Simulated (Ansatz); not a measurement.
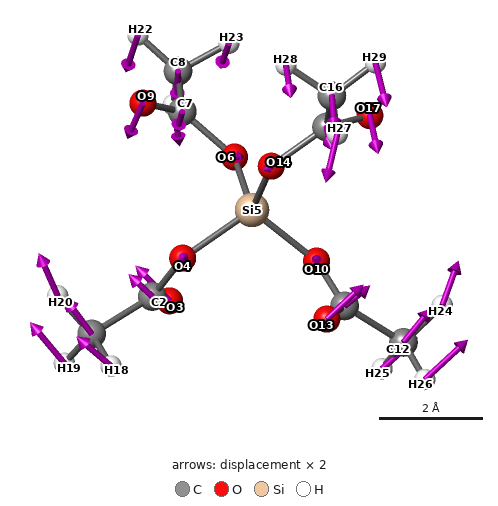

This is a relaxation of C$_{8}$H$_{12}$O$_{8}$Si (coarse preliminary run). The starting structure is drawn; purple arrows show the displacements, magnified 2 times. The two geometries are superimposed by the best rigid fit.

A ball-and-stick model, seen at a tilt.

The start comes from a force field.

Method: RKS PBE-D4/def2-SVP in Ansatz. Set-up: force threshold 0.03 eV/Å; at most 200 steps.

What did the optimiser do to the structure, and how much energy did it gain?

Answer. The energy falls by 86.3 kJ/mol in 16 geometry steps. The largest force component goes from 3.7 to 0.005 eV/Å. The forces were under the threshold at step 8, but the run went on from there. The largest moves after the best rigid fit, 0.59 Å, are those of H atoms. By element the largest moves are H 0.59 Å, O 0.50 Å, C 0.47 Å, Si 0.01 Å. Some distances before and after: C–C 1.563 → 1.503 Å, C–H 1.055 → 1.109 Å, C–O 1.267 → 1.214 Å, C–O 1.319 → 1.372 Å. Bond angles that change, for instance: O–C–O 130.3° → 122.3°, O–Si–O 107.8° → 101.1°, O–Si–O 107.3° → 101.1°.
